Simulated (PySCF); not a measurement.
C$_{2}$ClN$_{2}$O, doublet, SMILES `Clc1[c]nno1`.

Computed with PySCF, TPSS/6-311G**, geometry: GFN2-xTB. No frequency check shows the geometry to be a minimum. GFN2-xTB bond lengths at metals and heavier atoms can be off by up to 0.1 Å and shapes distorted, which carries into these values. GFN2-xTB doesn't know the spin state, so this open-shell geometry is rough.

Cartesian coordinates (Å):

```
Cl1     -1.9115   -0.0308    0.0000
C2      -0.2363   -0.1040    0.0000
C3       0.6679   -1.1435    0.0000
N4       1.8906   -0.6346    0.0000
N5       1.8193    0.6144    0.0000
O6       0.4920    1.0187    0.0000
```

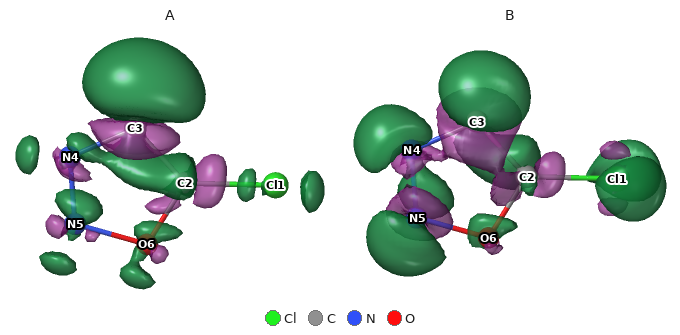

The two Fukui functions at ±0.03 e/Å³ (green positive, purple negative).

### Which panel is f⁻ (electron removed) and which f⁺ (electron added)?

A is f⁺, B is f⁻. f⁻ (Hirshfeld-condensed) is largest on Cl1 (0.26), C3 (0.25) and N5 (0.17); the vertical ionisation energy is 11.39 eV (to the singlet cation, which needn't be its lowest state). f⁺ (Hirshfeld-condensed) is largest on C3 (0.44); the vertical electron affinity is 1.76 eV (to the singlet anion, which needn't be its lowest state; the anion's highest orbital has positive energy, so this value and f⁺ depend on the basis).
